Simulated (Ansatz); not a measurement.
**CH$_{4}$AlIn (SMILES [AlH2][CH2][In]): density, localisation and related maps**

Input

```
basis:
  gaussian:
    orbitals: def2-TZVPD
crystal:
  periodic: [false, false, false]
  atoms:
    - {symbol: C, position_ang: [0.183401, 0.008187, -0.960137]}
    - {symbol: Al, position_ang: [1.055864, -1.676633, -1.233794]}
    - {symbol: In, position_ang: [1.437117, 1.928350, -0.740050]}
    - {symbol: H, position_ang: [1.439927, -2.163406, -2.702493]}
    - {symbol: H, position_ang: [1.558146, -2.541827, 0.007486]}
    - {symbol: H, position_ang: [-0.396732, 0.051311, -0.017434]}
    - {symbol: H, position_ang: [-0.471067, 0.303229, -1.803733]}
total_charge: 0
hamiltonian:
  xc: {name: PBE0}
output:
  forces: true
  orbitals: {seedname: orbitals}
```

Launched as:

```sh
ansatz run input.yaml --threads 1 --pin off --max-ram 2610MiB --events-out events.jsonl --progress --plain --runs-dir runs
```

Geometry: B3LYP-D3(BJ)/def2-SVP; core potentials replace the inner electrons of In.

Theory: isolated molecule in a Gaussian basis; Kohn-Sham density functional theory, functional PBE0 (Ansatz 0.2.0).

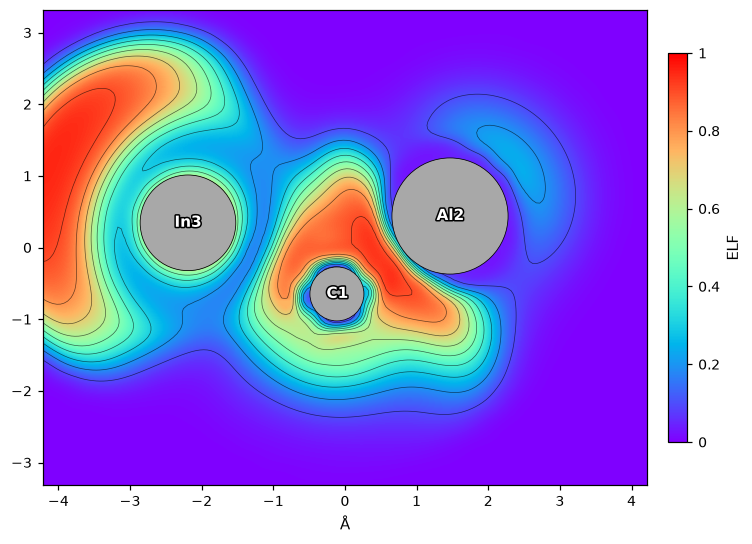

Figure 1. Electron localisation function on the plane of atoms Al2, C1 and In3. Grey discs cover the atomic cores.

Describe what can be read from this map.

Answer. The plane passes through C, Al and In nuclei. C–Al (1.92 Å): the ELF peaks at about 0.95 between the atoms, as expected for a shared but strongly polarised pair. C–In (2.30 Å): the ELF peaks at about 0.85 in the valence shell of C, 0.7 Å from its nucleus, and drops to about 0.20 between the two atoms.

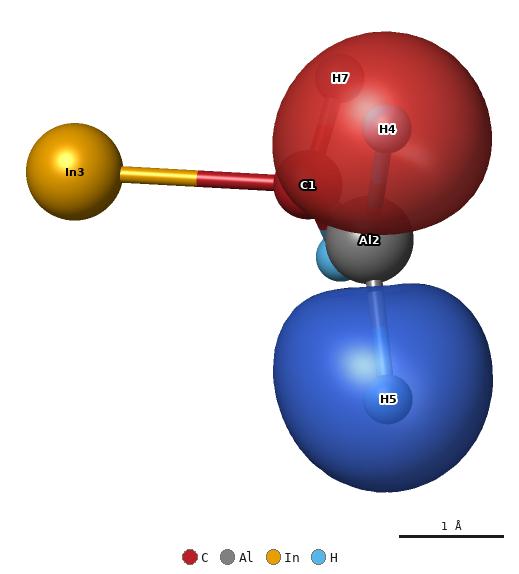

Figure 2. The HOMO−1 at ±0.15 Å⁻³ᐟ² (red and blue are the two phases), seen at an oblique angle.

Where does this orbital lie, and at what energy?

Answer. Its weight (Hirshfeld) is mainly on Al2 (about 35 %), H4 (about 30 %) and H5 (about 30 %). Its energy is −7.86 eV.
